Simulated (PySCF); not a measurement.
SMILES c1[se]c(-c2cccs2)cc1, singlet, GFN2-xTB optimised geometry. Atoms within 1.6 Å of the plane z = 0.0 Å (x, y, z in Å): C1 (2.38, -1.90, 0.00), C2 (1.42, -2.86, 0.00), S3 (-0.17, -2.20, 0.00), C4 (0.47, -0.58, 0.00), C5 (-0.40, 0.56, 0.00), C6 (-1.76, 0.56, 0.00), C7 (-2.37, 1.84, 0.00), C8 (-1.49, 2.88, 0.00), Se9 (0.27, 2.32, 0.00), C10 (1.84, -0.60, 0.00), H11 (3.43, -2.11, 0.00), H12 (1.54, -3.92, 0.00), H13 (-2.33, -0.35, 0.00), H14 (-3.43, 1.97, 0.00), H15 (-1.74, 3.92, 0.00), H16 (2.43, 0.30, 0.00).

Method: PBE/def2-TZVP run with PySCF. Cells within 0.4 Å of a nucleus heavier than hydrogen are left out (blank, or x).

Map of the electron localisation function on the plane z = 0.0 Å:

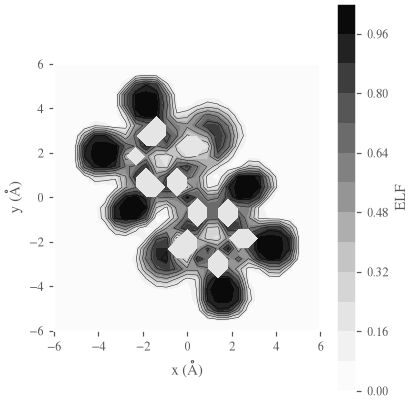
Figure: Electron localisation function on the plane z = 0.0 Å.
